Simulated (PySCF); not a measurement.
C4H8, SMILES `C1CCC1`.

Level of theory: PBE/cc-pVDZ (PySCF), at a geometry from GFN2-xTB. No frequency check shows the geometry to be a minimum.

Input script:

```python
import numpy as np
from pyscf import gto, scf, dft
from pyscf.scf import atom_ks, atom_hf
from scipy.linalg import block_diag

def solve(mol, dm0=None, hcore=None):
    mf = (dft.UKS if mol.spin else dft.RKS)(mol, xc='pbe')
    mf.grids.level = 3
    mf = mf.density_fit(auxbasis='def2-universal-jkfit')
    mf.conv_tol, mf.max_cycle = 1e-8, 80
    if hcore is not None:
        mf.get_hcore = lambda *args: hcore
    mf.kernel(dm0)
    if not mf.converged:
        mf = mf.newton().run(mf.mo_coeff, mf.mo_occ, max_cycle=30)
    assert mf.converged, 'SCF not converged'
    return mf

mol = gto.M(atom='''
C      0.76554     0.76555     0.06440
C      0.76554    -0.76555    -0.06440
C     -0.76554    -0.76555     0.06440
C     -0.76554     0.76555    -0.06440
H      1.11174     1.11164     1.03619
H      1.30534     1.30511    -0.71115
H      1.11174    -1.11164    -1.03619
H      1.30534    -1.30511     0.71115
H     -1.30534    -1.30511    -0.71115
H     -1.11174    -1.11164     1.03619
H     -1.30534     1.30511     0.71115
H     -1.11174     1.11164    -1.03619
''', basis='cc-pvdz', charge=0, spin=0, verbose=4)
mf = solve(mol)
mf.analyze()
# spherically averaged free atoms, for the promolecule
atm = atom_ks.get_atm_nrks(mol, xc='pbe')
pro = block_diag(*[(atm[a[0]][2] * atm[a[0]][3]) @ atm[a[0]][2].T for a in mol._atom])
np.savez('result.npz', e=mf.e_tot, c=mf.mo_coeff, occ=mf.mo_occ, eps=mf.mo_energy, pro=pro, dip=mf.dip_moment(verbose=0), s2=mf.spin_square()[0])
```

Run with:

```sh
OMP_NUM_THREADS=1 python input.py
```

The run took 10 s on 1 thread of Arm Neoverse V1, on a shared host, peak memory 0.4 GiB.

Partitions, critical points and surface values were worked out afterwards from this run's density.

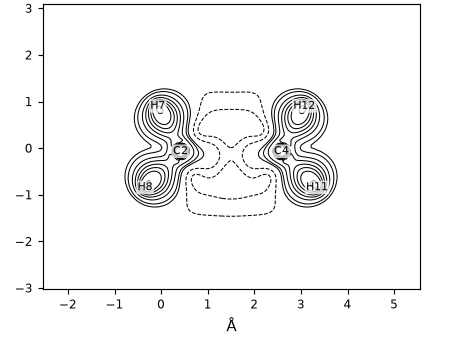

Deformation density (molecule less spherical, spin-averaged free atoms) in the plane of C2, C4, H7, H8, H11 and H12; contours at ±0.05 to ±0.8 e/Å³; solid lines: gain, dashed lines: loss.

Question: Describe the bonding that the map shows.

Answer: C2–H8 and C4–H11: +0.64 e/Å³ at the bond critical point (bond length 1.09 Å, Mayer order 0.9). C2–H7 and C4–H12: +0.63 e/Å³ at the bond critical point (bond length 1.09 Å, Mayer order 0.9). In all, 2.3 electrons gather in the regions of gain relative to the promolecule.

Question: Where do the Hirshfeld charges lie?

Answer: The highest Hirshfeld charge is on H5, H7, H10 and H12 (+0.03 e), the lowest on C1, C2, C3 and C4 (−0.06 e).
